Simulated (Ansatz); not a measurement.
# PBE0/STO-3G run of GeS (germanium sulfide)

What is the vertical electron affinity of GeS (germanium sulfide) at PBE0/STO-3G? 

Program for the calculation: Ansatz 0.2.0.

58 further runs of the same task are left out: 29 that didn't finish, 29 set aside as unsound or not needed.

### Step 1. Starting point

The species is GeS (2 atoms), meant as a singlet with charge 0. SMILES: `[S+]#[Ge-]`. Geometry: the measured bond length.

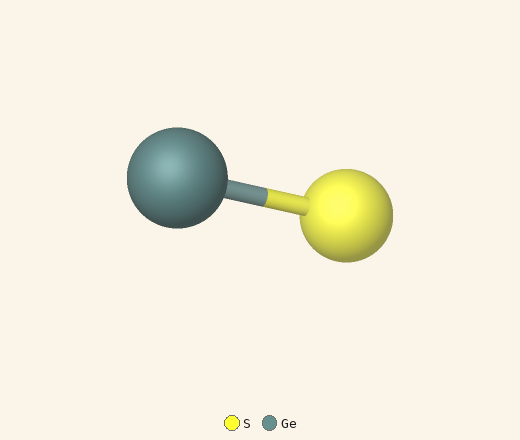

Viewed from a chosen angle; sulfur yellow, germanium teal.

### Step 2. A single-point energy at PBE0/STO-3G

File input.yaml:

```yaml
basis:
  gaussian:
    orbitals: STO-3G
crystal:
  periodic: [false, false, false]
  atoms:
    - {symbol: S, position_ang: [0.000000, 0.000000, 0.000000]}
    - {symbol: Ge, position_ang: [0.000000, 0.000000, 2.012086]}
hamiltonian:
  xc: pbe0
accuracy: high
```

Launch:

```
$ ansatz run input.yaml --threads 1 --pin off --max-ram 2610MiB --events-out events.jsonl --progress --plain --runs-dir runs
```

The program printed:

```text
Warning: RAYON_NUM_THREADS=1 ignored (pool sized by the plan → 1); use --threads N
Functional definition: PBE0
  name "PBE0"
  parameter a = 0.25
  parameter kappa = 0.804
  parameter beta = 0.06672455060314922
  exchange = (1 - a)*pbe_x(kappa = kappa, mu = beta*pi^2/3) + a*exact_x
  correlation = pbe_c(beta = beta)
374 factors; integrals over basis functions are off by at most 1.1e-8 eV
mean field evaluation 1: about -66570.0139 eV, gradient 2.1e1 eV
mean field evaluation 2: about -66549.3662 eV, gradient 7.7e1 eV
mean field evaluation 4: about -66571.8800 eV, gradient 1.1e0 eV
mean field evaluation 8: about -66571.8752 eV, gradient 1.8e-2 eV
mean field evaluation 16: about -66571.8752 eV, gradient 7.2e-8 eV
mean field -66571.87517359 eV, -2446.4712885917 hartree, gradient 7.1e-8 eV, S^2 0.000000; 0 other end points of the search recorded, 0 dependent functions left out
reference -66571.87517471 eV, -2446.4712886328 hartree; 24, 24 occupied and 3, 3 virtual orbitals, 374 factors
Total energy: -66571.87517471 eV, -2446.4712886328 hartree
```

Run time: 1 s. Hardware: 1 thread of Arm Neoverse V1, shared host.

### Step 3. The doublet anion, same level

File in.yaml:

```yaml
crystal:
  periodic: [false, false, false]
  atoms:
    - symbol: S
      position_ang: [0.000000, 0.000000, 0.000000]
    - symbol: Ge
      position_ang: [0.000000, 0.000000, 2.012086]
basis:
  gaussian:
    orbitals: STO-3G
total_charge: -1
magnetization:
  spin_polarized: true
  initial_magnetization: 1
hamiltonian:
  xc: {name: PBE0}
accuracy: high
```

Launch:

```
$ ansatz run in.yaml --threads 1 --pin off --max-ram 2610MiB --events-out events.jsonl --progress --plain --runs-dir runs
```

The program printed, shortened:

```text
Warning: RAYON_NUM_THREADS=1 ignored (pool sized by the plan → 1); use --threads N
[... 7 set-up lines as earlier in the session ...]
374 factors; integrals over basis functions are off by at most 1.1e-8 eV
mean field evaluation 1: about -66558.9229 eV, gradient 3.1e1 eV
mean field evaluation 2: about -66565.8326 eV, gradient 1.4e1 eV
mean field evaluation 4: about -66566.7943 eV, gradient 6.2e0 eV
mean field evaluation 8: about -66567.1144 eV, gradient 5.2e-2 eV
mean field evaluation 16: about -66567.1149 eV, gradient 5.4e-4 eV
mean field evaluation 32: about -66564.3543 eV, gradient 1.6e1 eV
mean field -66567.11492424 eV, -2446.2963526548 hartree, gradient 2.1e-8 eV, S^2 0.774721; 6 other end points of the search recorded, 0 dependent functions left out
reference -66567.11492545 eV, -2446.2963526992 hartree; 25, 24 occupied and 2, 3 virtual orbitals, 374 factors
Total energy: -66567.11492545 eV, -2446.2963526992 hartree
```

Wall time 2.8 s (1 thread of Arm Neoverse V1, shared host); peak memory 0.12 GiB.

### Step 4. Outcome

At PBE0/STO-3G:

| quantity | value |
| --- | --- |
| singlet GeS: total energy | -2446.47129 Eh |
| doublet anion: total energy | -2446.29635 Eh |
| doublet anion: ⟨S²⟩ | 0.775 |
| vertical electron affinity (to the doublet anion) | -4.760 eV |

**Reading.** The anion lies 4.76 eV (110 kcal/mol) above the neutral: the electron isn't bound at this level, and such a value depends on the basis. Without diffuse functions anions come out too high. In a minimal basis such a difference can be off by several eV, whatever the method.
